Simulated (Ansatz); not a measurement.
Stretching the Se3–H4 bond in CdFHSe (SMILES [F][Cd][SeH]) (multiplicity 1 held, fragments rigid). Energies count from the point at 1.473 Å.
Geometry at that point (charge 0, multiplicity 1):
```xyz
4

Cd     0.418    -0.540     0.290
F      1.523    -1.957     1.065
Se    -0.971     1.219    -0.706
H     -0.768     2.087     0.468
```

R- and RO- levels are restricted; in cc, def2 and unpolarised 6-31G sets they are followed outwards from rest. Unrestricted levels (U-) break spin symmetry where that is lower. Active spaces are followed from a long bond inwards. Levels need not reach the same state.

Cores are frozen in the correlated methods. Filled d and f shells under p-block atoms count as core.

Run with Ansatz (Gaussian orbitals). Values without a source in brackets are computed. In def2 rows elements past Kr take small-core potentials, without spin–orbit coupling.

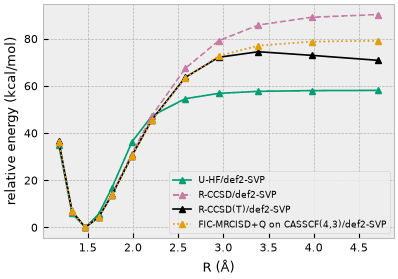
*Relative energy along the coordinate*

Doubts at one or more of the structures used: a spin-contaminated determinant (U-HF/def2-SVP); a restricted determinant that unrestricted orbitals would lower (R-CCSD/def2-SVP, R-CCSD(T)/def2-SVP); other coupled-cluster roots lie near (R-CCSD/def2-SVP, R-CCSD(T)/def2-SVP); active orbitals that take no part (FIC-MRCISD+Q on CASSCF(4,3)/def2-SVP).

Ansatz is a first-principles code.
